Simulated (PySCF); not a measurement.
## NMR shielding calculation, with input and output: C4H9NOSi2

The run: NMR shielding calculation of C4H9NOSi2, SMILES N#C[Si@H]1CC[SiH2]OC1. Method and program: GIAO PBE0/pcSseg-1 NMR shielding, non-relativistic, gas phase (PySCF 2.14.0).

The geometry comes from this level: GFN2-xTB. It belongs to a series of runs on one base structure; here: C replaced by Si. Figures and captions count atoms from 1; the log counts them from 0 in places.

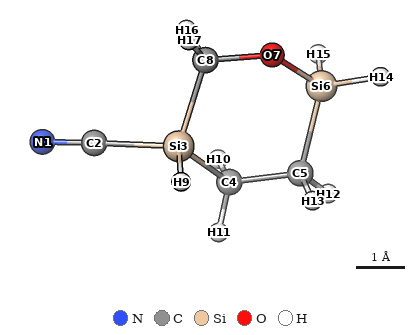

*The input geometry (ball-and-stick view, seen at a tilt; atoms are numbered from 1 in the order of the input).*

**Input**
```
{"job": {"kind": "nmr", "xc": "PBE0", "basis": "pcSseg-1"}, "charge": 0, "multiplicity": 1}
N     -0.142193     2.389892     3.275073
C      0.179727     1.695100     2.423284
Si     0.707129     0.535649     1.056034
C     -0.545237    -0.888531     0.923911
C     -0.321645    -1.703000    -0.358283
Si    -0.381721    -0.599824    -1.915080
O      0.570030     0.694087    -1.699307
C      0.612751     1.540034    -0.571567
H      2.078990     0.093170     1.334103
H     -1.562671    -0.485939     0.918111
H     -0.482667    -1.542683     1.798192
H     -1.063697    -2.500768    -0.413330
H      0.650731    -2.196640    -0.296519
H      0.264435    -1.190565    -3.074680
H     -1.780969    -0.205869    -2.129257
H     -0.272998     2.187320    -0.581436
H      1.483006     2.190598    -0.699160
```

The first line tells a small driver script what to run in PySCF; the rest is the geometry in Å.

Launched with:
```bash
OMP_NUM_THREADS=1 python <driver script> task.json out
```

**What the program printed**
```
coarse grid: 15320 points
cycle   1  E = -866.0208554286  dE =  8.930e-01  |g| = 7.652e-01  |ddm| = 3.813e+00
cycle   2  E = -865.7840632545  dE =  2.368e-01  |g| = 1.324e+00  |ddm| = 1.722e+00
cycle   3  E = -866.1310030949  dE = -3.469e-01  |g| = 2.075e-01  |ddm| = 1.219e+00
cycle   4  E = -866.1385133836  dE = -7.510e-03  |g| = 9.757e-02  |ddm| = 1.621e-01
cycle   5  E = -866.1403885858  dE = -1.875e-03  |g| = 2.747e-02  |ddm| = 7.317e-02
cycle   6  E = -866.1405442470  dE = -1.557e-04  |g| = 6.033e-03  |ddm| = 2.516e-02
cycle   7  E = -866.1405527616  dE = -8.515e-06  |g| = 1.467e-03  |ddm| = 6.626e-03
final grid: 139232 points
cycle   8  E = -866.1964506105  dE = -1.815e-05  |g| = 1.146e-02  |ddm| = 2.369e-02
cycle   9  E = -866.1964180824  dE =  3.253e-05  |g| = 1.730e-02  |ddm| = 1.991e-02
cycle  10  E = -866.1964765010  dE = -5.842e-05  |g| = 1.734e-03  |ddm| = 1.255e-02
cycle  11  E = -866.1964770973  dE = -5.962e-07  |g| = 5.802e-04  |ddm| = 1.427e-03
cycle  12  E = -866.1964771604  dE = -6.314e-08  |g| = 2.182e-04  |ddm| = 4.526e-04
cycle  13  E = -866.1964771701  dE = -9.647e-09  |g| = 4.170e-05  |ddm| = 1.740e-04
cycle  14  E = -866.1964771705  dE = -4.015e-10  |g| = 1.006e-05  |ddm| = 4.587e-05
```

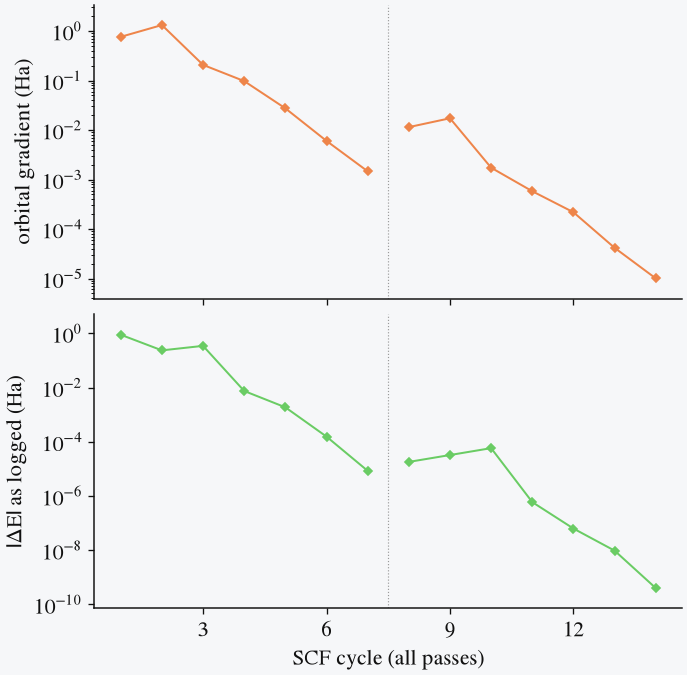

*Convergence of the self-consistent field: orbital gradient and size of the energy change against the SCF cycle. The dotted line marks the change from a coarse to the final integration grid.*

The first 7 cycles use a coarse grid, the final grid takes over at cycle 8, and the field converges after 14 cycles in all.

```
converged SCF energy = -866.1964771705

GIAO shielding tensors (ppm)
atom      isotropic    diamagn.    paramagn.     s11        s22        s33       span
  0 N      -97.922     337.426    -435.348   -296.639   -292.710    295.583    592.222
  1 C       62.653     262.335    -199.682    -51.889    -49.957    289.805    341.695
  2 Si     411.734     880.137    -468.403    370.861    415.629    448.714     77.853
  3 C      178.762     253.715     -74.952    172.784    177.522    185.981     13.197
  4 C      178.217     254.091     -75.874    171.070    176.866    186.716     15.646
  5 Si     371.246     879.694    -508.448    343.990    350.906    418.842     74.852
  6 O      339.697     394.800     -55.103    261.797    373.285    384.009    122.212
  7 C      130.879     249.204    -118.325     98.884    110.975    182.777     83.892
  8 H       27.216      28.358      -1.142     24.072     25.138     32.438      8.367
  9 H       30.255      32.622      -2.367     26.264     28.787     35.714      9.450
 10 H       29.922      30.458      -0.536     24.343     28.185     37.237     12.894
 11 H       30.862      30.168       0.694     25.638     28.338     38.611     12.973
 12 H       30.757      31.587      -0.831     26.392     28.937     36.941     10.550
 13 H       26.959      28.869      -1.911     23.100     24.871     32.906      9.806
 14 H       26.641      29.490      -2.849     23.144     24.938     31.841      8.697
 15 H       27.492      30.146      -2.654     22.863     26.893     32.720      9.857
 16 H       27.287      28.218      -0.931     22.619     26.807     32.435      9.816
```

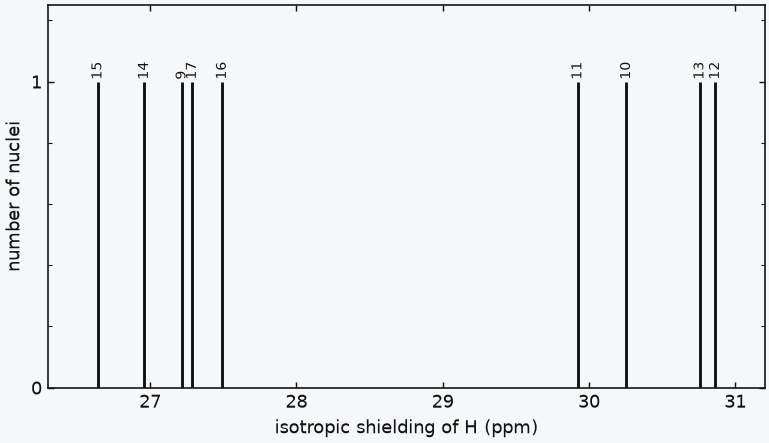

*Isotropic shieldings of the hydrogen nuclei in this fixed geometry, labelled by atom number; shielding grows to the right, so chemical shift grows to the left.*

The least shielded is H15 (26.6 ppm), the most shielded H12 (30.9 ppm).

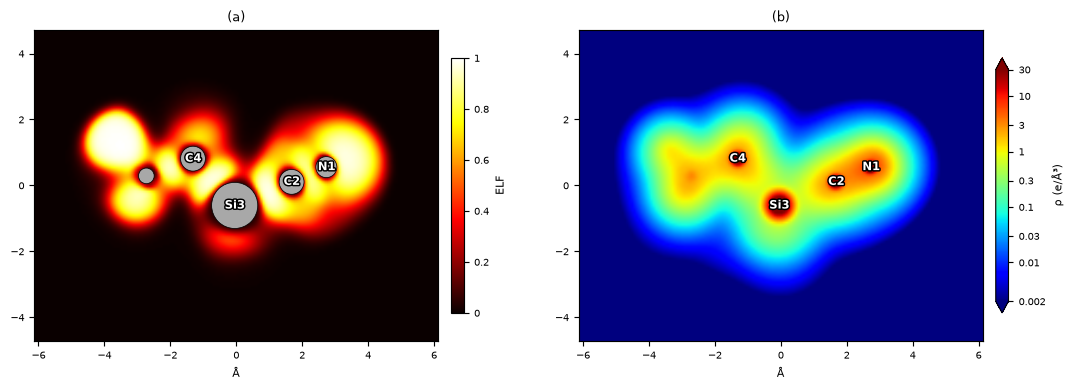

*(a) ELF; (b) total electron density on the plane of atoms C2, Si3 and C4. Grey discs, where drawn, cover atomic cores.*

The plane passes through N, C and Si nuclei. C–Si (1.90 Å): ρ at the midpoint is about 0.93 e/Å³; the ELF peaks at about 0.95 between the atoms, which marks a shared electron pair.

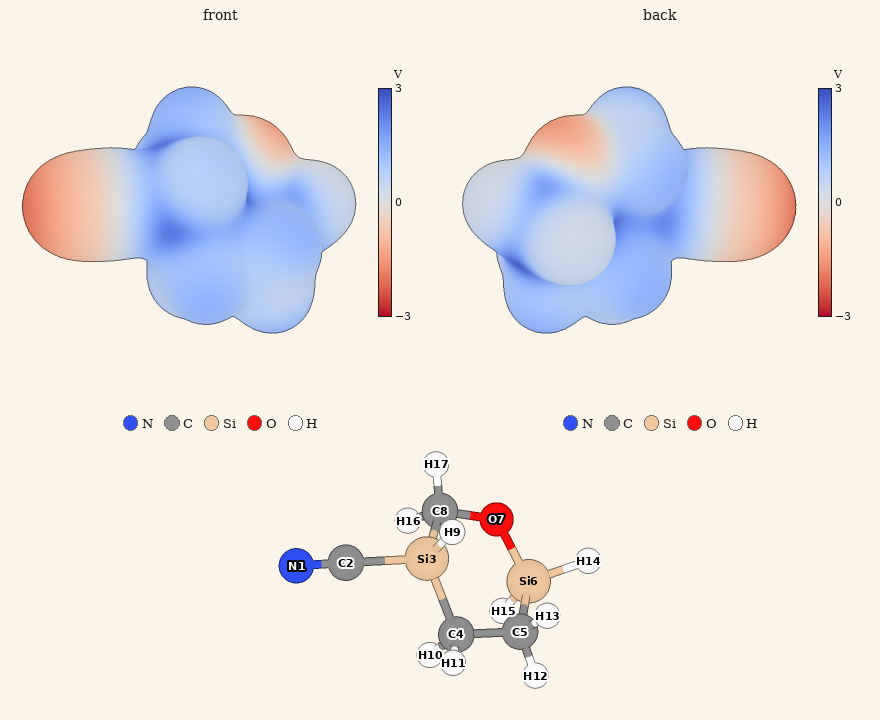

*The molecular electrostatic potential painted on the density surface at 0.004 e/bohr³, seen at a tilt and from behind; red is negative and blue positive. The bare structure is drawn below in the same view.*

Its dipole moment is 3.23 D.

**Results in brief**

```csv
quantity,value
outcome,converged
total energy,−866.196477 hartree
HOMO,−7.77 eV
LUMO,−0.52 eV
dipole moment,3.23 D
"isotropic shielding, N",−97.9 ppm
"isotropic shielding, C",62.7 to 178.8 ppm
"isotropic shielding, Si",371.2 to 411.7 ppm
"isotropic shielding, O",339.7 ppm
"isotropic shielding, H",26.6 to 30.9 ppm
hardware,"1 CPU thread, shared host"
wall time,2.2 min
peak memory,0.82 GiB
```
